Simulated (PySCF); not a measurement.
Consider C$_{8}$H$_{8}$ClP (SMILES Clc1pcccc1C1CC1).

Input

```
{"job": {"kind": "uv", "xc": "CAM-B3LYP", "basis": "def2-SVPD", "ip": true}, "charge": 0, "multiplicity": 1}
Cl    -0.080228    -1.254439     2.696448
C      0.853290    -0.656874     1.351512
P      2.567684    -0.509077     1.658490
C      3.085711     0.087825     0.116453
C      2.259706     0.327998    -0.975066
C      0.883004     0.117977    -0.949143
C      0.172280    -0.350473     0.163898
C     -1.305355    -0.543840     0.093520
C     -2.235243     0.495617     0.656942
C     -2.179215     0.258471    -0.821627
H      4.158698     0.282308     0.010612
H      2.705767     0.696129    -1.904240
H      0.311166     0.320645    -1.857359
H     -1.611937    -1.580304     0.274244
H     -1.783865     1.414363     1.041021
H     -3.105470     0.149646     1.219738
H     -1.717548     1.033496    -1.439015
H     -3.016140    -0.253147    -1.303176
```

Launched as:

```sh
OMP_NUM_THREADS=1 python probes_run.py task.json out
```

Geometry: PBE0-D3(BJ)/def2-SVP.

The calculation used CAM-B3LYP/def2-SVPD, SCF density, gas phase in PySCF.

### What can the converged electron density and electron localisation function tell about the bonding?

C–C (1.39 Å): ρ is about 2.1 e/Å³ halfway; the ELF peaks at about 0.95 between the atoms (a covalent bond).
C–P (1.73 Å): ρ is about 1.3 e/Å³ halfway; the ELF peaks at about 0.95 between the atoms: localised, covalent bonding.
C–Cl (1.74 Å): the density is about 1.4 e/Å³ at the midpoint; the ELF peaks at about 0.90 between the atoms; a shared electron pair.
C–H (1.09 Å): the density is about 2 e/Å³ at the midpoint; the ELF climbs to about 1 towards the hydrogen, as it does in any bond to H: a covalent bond by its length.

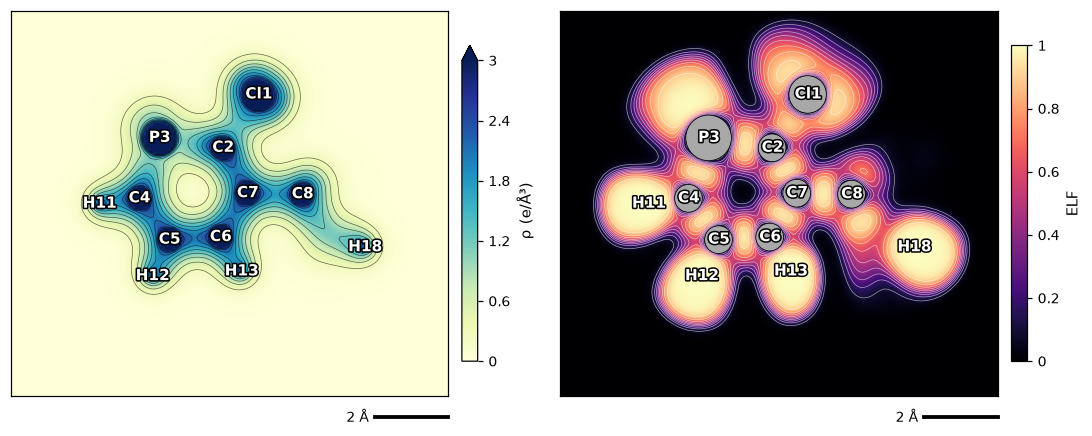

Computed electron density and electron localisation function on the plane of atoms P3, C2 and C7, in this order. Grey discs cover the atomic cores in the ELF map. 
